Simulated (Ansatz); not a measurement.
# How methods differ on BSiH5 (BH2(SiH3))

The species is BSiH5 (7 atoms), meant as a singlet with charge 0. SMILES: `[H]B([H])[SiH3]`. The shape is that of a GFN2-xTB optimisation.

```
atom    x (Å)    y (Å)    z (Å)
   B   0.5955   1.0386   0.0060
   H   1.7651   1.0769   0.0274
   H   0.0392   2.0670  -0.0480
  Si  -0.3777  -0.6580   0.0184
   H  -1.7138  -0.6057   0.6330
   H   0.3005  -1.7642   0.7131
   H  -0.6090  -1.1546  -1.3498
```

Each level gives the energy change with the Si4–H7 bond stretched from 1.474 to 3.685 Å (eV). The values are calculated.

```json
{"level": "SVWN5/STO-3G (restricted)", "kind": "LDA", "program": "Ansatz", "value (eV)": "6.62", "less FCI/STO-3G": "+1.96", "CPU time (all runs)": "1.7 s"}
{"level": "PBE/STO-3G (restricted)", "kind": "GGA", "program": "Ansatz", "value (eV)": "6.40", "less FCI/STO-3G": "+1.74", "CPU time (all runs)": "2.8 s"}
{"level": "r2SCAN/STO-3G (restricted)", "kind": "meta-GGA", "program": "Ansatz", "value (eV)": "6.87", "less FCI/STO-3G": "+2.21", "CPU time (all runs)": "4.9 s"}
{"level": "r2SCAN0/STO-3G (restricted)", "kind": "hybrid meta-GGA", "program": "Ansatz", "value (eV)": "7.67", "less FCI/STO-3G": "+3.01", "CPU time (all runs)": "5.1 s"}
{"level": "CAM-B3LYP/STO-3G (restricted)", "kind": "range-separated hybrid", "program": "Ansatz", "value (eV)": "7.97", "less FCI/STO-3G": "+3.31", "CPU time (all runs)": "2.5 s"}
{"level": "RPA@PBE/STO-3G (restricted)", "kind": "RPA", "program": "Ansatz", "value (eV)": "5.61", "less FCI/STO-3G": "+0.95", "CPU time (all runs)": "4.2 s"}
{"level": "CCSDT/STO-3G (restricted)", "kind": "coupled cluster or CI", "program": "Ansatz", "value (eV)": "4.66", "less FCI/STO-3G": "0.00", "CPU time (all runs)": "0.49 s"}
{"level": "FCI/STO-3G", "kind": "exact in the basis", "program": "Ansatz", "value (eV)": "4.66", "less FCI/STO-3G": "0.00", "CPU time (all runs)": "22 s"}
```

FCI/STO-3G is exact within its basis and frozen core, so for wave-function methods in that basis the difference is their error; functionals converge differently with the basis, so for them it is only a difference. The first shape isn't each level's own minimum. The values span 4.66 to 7.97 eV. All rows use very small basis sets, so none should be taken for the real molecule's value. In so small a basis fixed costs decide the times, and correlated methods can beat functionals. CPU times are rough (shared hosts, several kinds of processor and program).

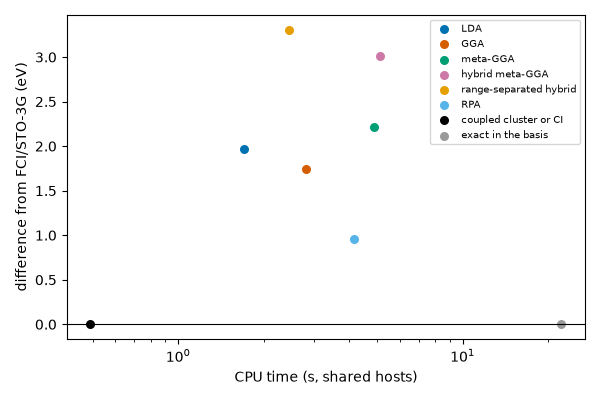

Difference from FCI/STO-3G against processor time, one point a level.
